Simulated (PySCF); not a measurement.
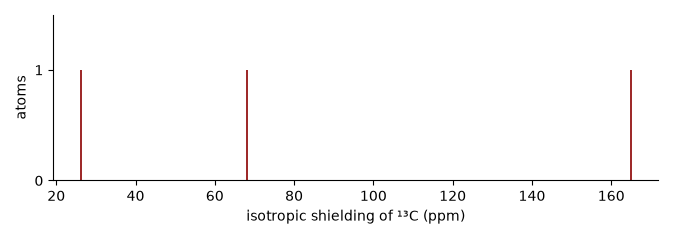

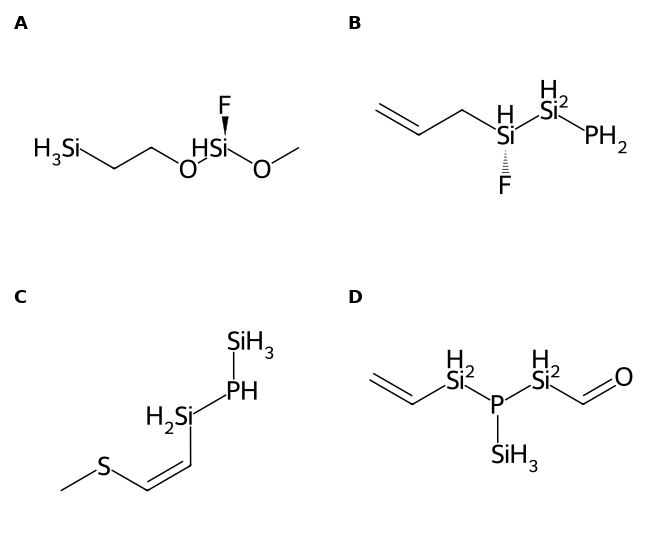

The sticks are computed shieldings of one of the molecules, for one fixed geometry (GFN2-xTB) without averaging over rotations. Low shielding means a high chemical shift. Method: GIAO PBE0/pcSseg-1 NMR shielding, non-relativistic, gas phase (PySCF 2.14.0).

Match the spectrum to a structure.

Answer. C, `CS/C=C\[SiH2]P[SiH3]`. Its 3 C atoms give lines at 26.2, 68.0, 164.9 ppm.

The geometry is semi-empirical. Around P, Si such bond lengths and angles can be off by a tenth of an ångström or more and by several degrees, and values that hang on the shape move with them.
